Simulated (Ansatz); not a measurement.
# Calculations on Si2H8O

**1. Relaxation**

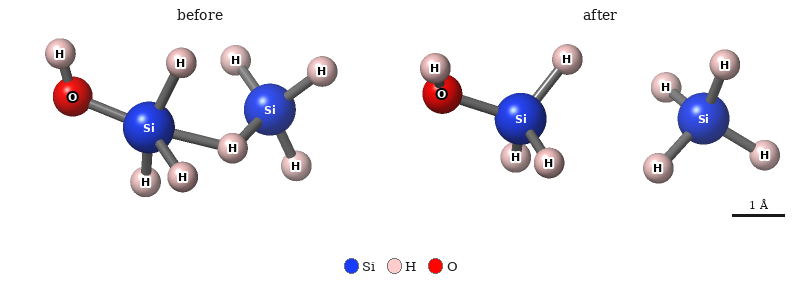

The structure of Si2H8O (started from a transition state, displaced along its imaginary mode) before (left) and after (right) a relaxation, at one scale.

The picture is a ball-and-stick view, seen at a tilt.

The calculation used Ansatz, RKS PBE0-D4/def2-TZVP. (force threshold 0.005 eV/Å; at most 200 steps)

Question: What changed between the two?

Answer: The energy falls by 1.778 eV in 34 accepted moves (37 points after the start). Largest force component: 1.2 eV/Å at the start, 0.0017 eV/Å at the end. The line search rejected the trial steps at points 10, 12, 24 of the run. The forces were under the threshold at step 31, but the run went on from there. The largest move after the best rigid fit is that of an H atom, 1.36 Å. By element the largest moves are H 1.36 Å, O 0.93 Å, Si 0.70 Å. Near-neighbour distances that change, for instance: H–Si 1.689 → 2.947 Å, Si–Si 2.672 → 3.837 Å, H–Si 1.588 → 1.490 Å, H–Si 1.555 → 1.480 Å. Bonds break, among them: H–Si (1.69 → 2.95 Å). Among the angles between lasting bonds that change: H–Si–H 153.1° → 109.8°, O–Si–H 138.4° → 111.6°, H–Si–H 94.0° → 110.2°.

**2. Relaxation**

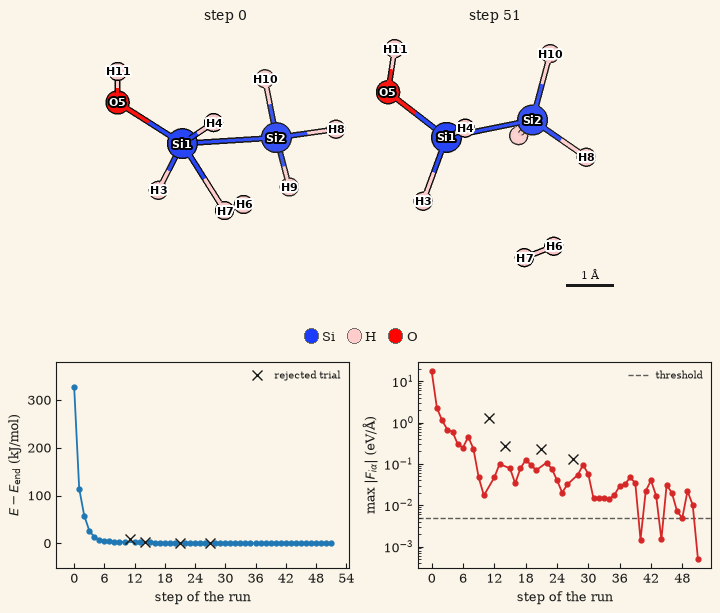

First and last geometry of a relaxation of Si2H8O (started from a transition state, displaced along its imaginary mode), with the history of the run. The picture is a ball-and-stick view, seen at a tilt.

The calculation used RKS PBE0-D4/def2-TZVP (Ansatz). Settings: force threshold 0.005 eV/Å; at most 200 steps.

> What do the curves and the structures tell?

It converged. The largest moves after the best rigid fit, 1.51 Å, are those of H6 and H9. Largest moves by element: H 1.51 Å, O 0.64 Å, Si 0.50 Å. Among the contacts that change: Si1–H7 1.786 → 3.387 Å, Si1–H6 1.881 → 3.477 Å, Si2–H6 2.178 → 3.689 Å, H6–H7 0.532 → 0.747 Å. Among the angles between lasting bonds that change: H3–Si1–H4 153.9° → 108.6°, Si2–Si1–O5 136.3° → 111.7°, Si2–Si1–H3 90.9° → 111.1°. After 47 accepted moves (51 points after the start) the energy has fallen by 327.6 kJ/mol. The largest force component goes from 18 to 0.0005 eV/Å. The line search rejected the trial steps at points 11, 14, 21, 27 of the run. The forces were under the threshold at step 40, but the run went on from there. Cost: 83 s on 4 threads of Arm Neoverse V1, with other jobs on the host.

**3. Reaction**

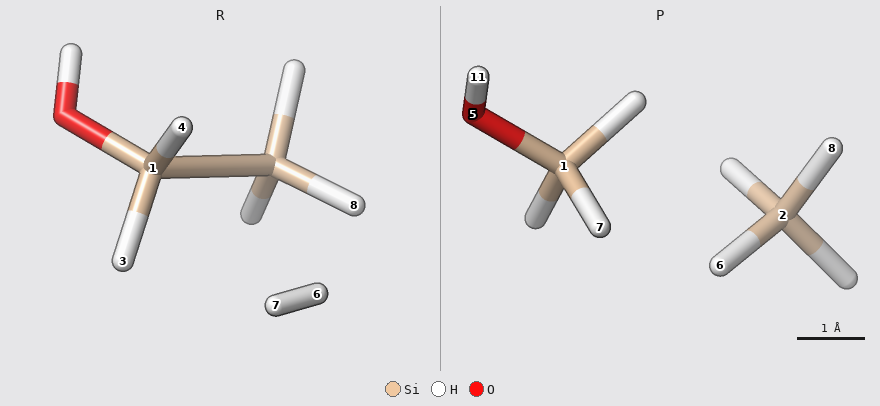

Reactant (R) and product (P) of one elementary step of Si$_{2}$H$_{8}$O. A stick model, seen at a tilt.

Stationary points at PBE0-D4/def2-TZVP, single-point energies with CCSD(T)/CBS, wB97X-V, RPA@PBE (def2-TZVPP where no basis is named; Ansatz 0.2.0). The energies are electronic, without zero-point or thermal terms, and both ends are the minima reached downhill from the saddle, with any fragments still in contact. CCSD(T)/CBS stands for a frozen-core estimate: MP2 correlation extrapolated from def2-TZVPP and def2-QZVPP, CCSD(T) minus MP2 from the smaller set.

**What is the transition state like, and how high is the barrier?**

Counted by bonded pieces, R holds H₂ + Si₂H₆O and P holds SiH₄ + SiH₄O. From R over the saddle to P, bonds form: H–Si (3.39 → 1.66 → 1.49 Å), H–Si (3.69 → 1.86 → 1.49 Å). Bonds break: Si–Si (2.35 → 2.54 → 3.84 Å), H–H (0.75 → 1.04 → 2.77 Å). The saddle has one imaginary mode, 1091i cm⁻¹. With CCSD(T)/CBS the barrier is 53.9 kcal/mol from R and 61.0 kcal/mol from P, and P lies 7.1 kcal/mol below R.

```csv
level,barrier from R (kcal/mol),barrier from P (kcal/mol),P less R (kcal/mol)
CCSD(T)/CBS,53.9,61.0,−7.1
wB97X-V,54.0,61.3,−7.3
RPA@PBE,55.1,63.8,−8.6
```

Against CCSD(T)/CBS, wB97X-V comes closest on the barrier from R (+0.1 kcal/mol) and RPA@PBE misses most (+1.2 kcal/mol).

The saddle point in the same view, with dashed sticks for the bonds that form or break:

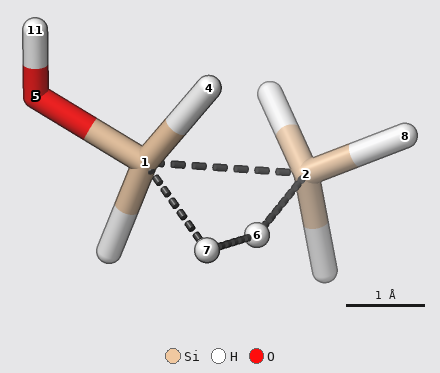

Limits of the set-up: the start holds two separate molecules, 2.9 Å apart at their closest, whose relative position is a soft coordinate.

**4. Path**

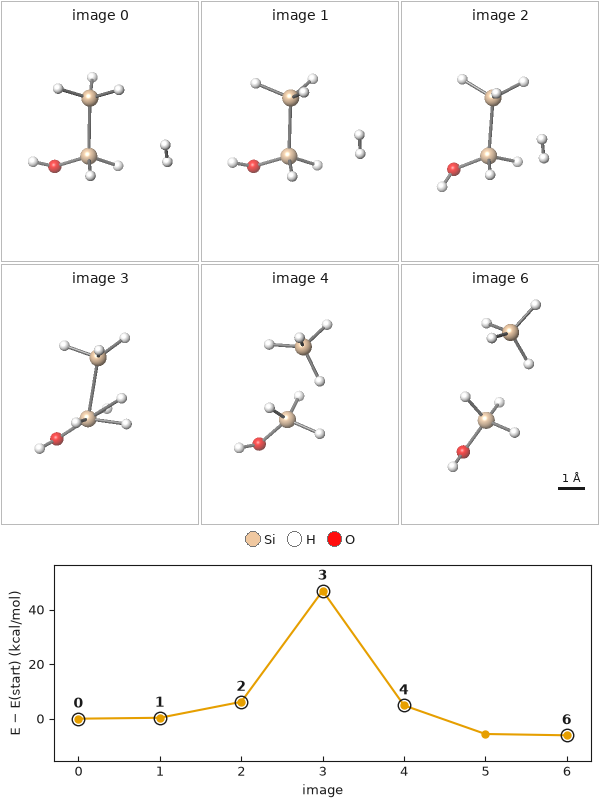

NEB run on Si₂H₈O, made up of Si2H6O and H₂. Images are numbered from 0 (start) to 6 (end). A ball-and-stick model, seen from a free direction.

The calculation used Ansatz 0.2.0, RKS PBE0-D4/def2-SVP. Settings: 5 movable images; climbing image.

Read off the barrier and say what moves.

Breaking: H–H (0.75 → 2.77 Å), Si–Si (2.35 → 3.84 Å). Forming: 2 H–Si (3.39–3.69 → 1.49 Å). Forward barrier 46.9 kcal/mol, backward barrier 53.0 kcal/mol, with image 3 at the top; the reaction energy is −6.1 kcal/mol. The band converged in 18 iterations. The largest component of the band force went from 4.3 to 0.028 eV/Å. The climbing image converged on the top of the path. Its curvatures weren't checked. The largest force component is 0.53 eV/Å at the start and 0.37 eV/Å at the end; an end with forces this large is no minimum, and the barrier measured from it can be far off.

Limits of the set-up: the start holds two separate molecules, 2.9 Å apart at their closest, whose relative position is a soft coordinate.

Cost: 110 s on 4 threads of Arm Neoverse V1, with other jobs on the host.
